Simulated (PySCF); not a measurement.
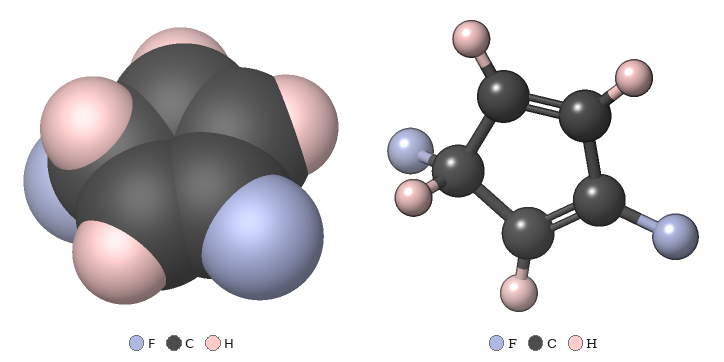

Both panels show the same species.

The geometry was computed by an optimisation with GFN2-xTB. No frequency run is at hand to confirm it as a minimum.

Give the formula.

Answer. C5H4F2, 11 atoms: 5 carbon, 4 hydrogen and 2 fluorine.

What is the point group of this geometry?

Answer. C1.

Name some functional groups or characteristic bonds that it holds.

Answer. Among them: alkene, C–F bond.

Does it have rings?

Answer. Independent rings (smallest set): 1 of 5 members.

How many bonds of each kind are drawn?

Answer. 5 C–C, 4 C–H, 2 C–F.

More results for the same structure follow; atom numbers are the same in all pictures, views and colours differ.

**NMR shielding**

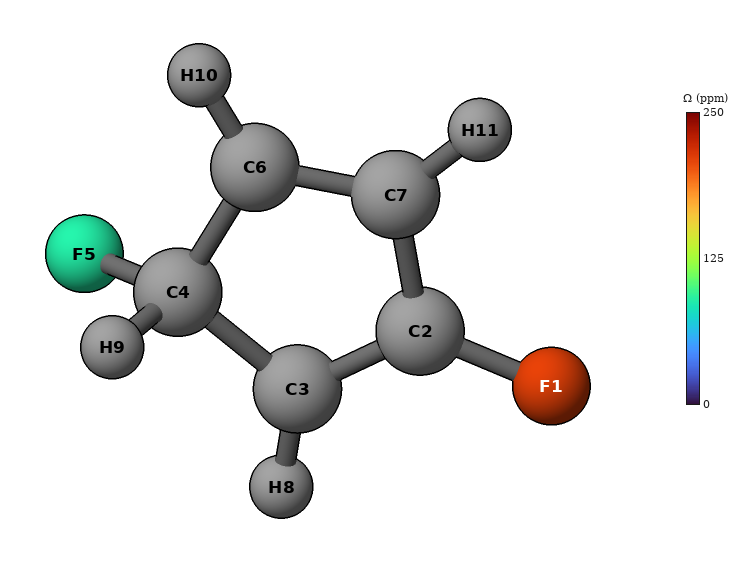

The F atoms are coloured by the span of their shielding tensor. No frequency run is at hand to confirm it as a minimum. Properties computed with GIAO PBE0/pcSseg-1 NMR shielding, non-relativistic, gas phase (PySCF 2.14.0). Principal shieldings σ11 ≤ σ22 ≤ σ33, span Ω = σ33 − σ11, skew κ = 3(σiso − σ22)/Ω.

Which F atom has the most anisotropic shielding?

Answer. F1, with a span of 211 ppm.

Give the shielding tensors of the F atoms.

```
atom    σ11    σ22    σ33   σiso      Ω     κ
  F1  193.9  285.2  404.6  294.6  210.8  0.13
  F5  377.3  410.7  466.2  418.1   88.9  0.25
```

Shieldings and span in ppm.

**Dipole moment**

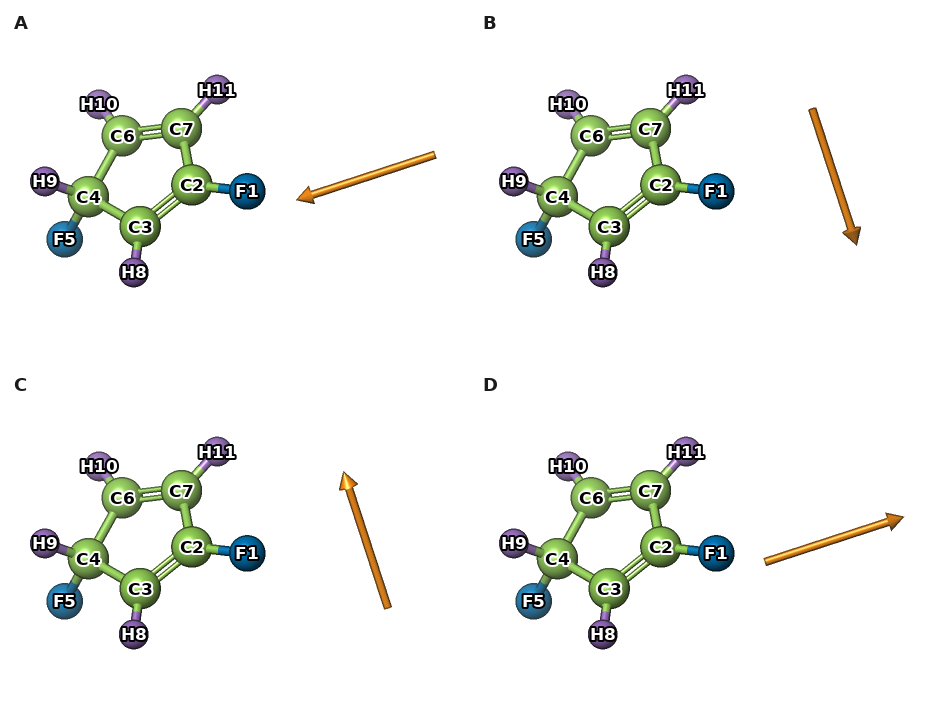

The same molecule four times, each with an arrow. No frequency run is at hand to confirm it as a minimum. Level of theory: PBE0/pcSseg-1, gas phase (PySCF 2.14.0).

Which arrow points along the dipole moment, from the negative to the positive end?

Answer. C. The dipole moment is 1.65 D; it points from the side of H8 to the side of H10 (the outermost atoms at the two ends).

**Ring current**

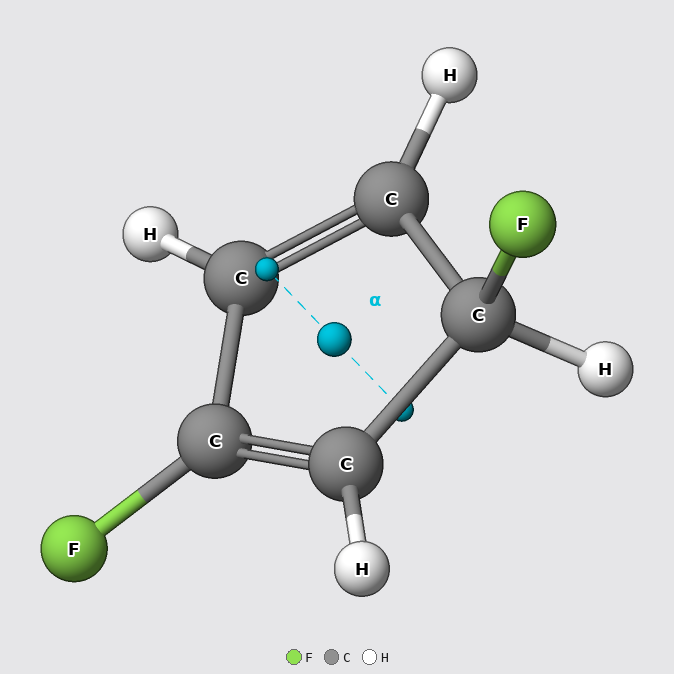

The small points mark where nucleus-independent chemical shifts (NICS) were computed: at the centre of each lettered ring and 1 Å above and below it. No frequency run is at hand to confirm it as a minimum. Method: GIAO PBE0/pcSseg-1 NMR shielding, non-relativistic, gas phase (PySCF 2.14.0).

Give NICS(0), NICS(1) and the out-of-plane component NICS(1)zz for each ring (means of the two sides).

| ring | members | NICS(0) | NICS(1) | NICS(1)zz |
| --- | --- | --- | --- | --- |
| α | C5 | −2.5 | −3.0 | −1.5 |

Values in ppm.

What do the values say about the ring currents?

Answer. Ring α: weak, as in a non-aromatic ring. NICS is one index among several.
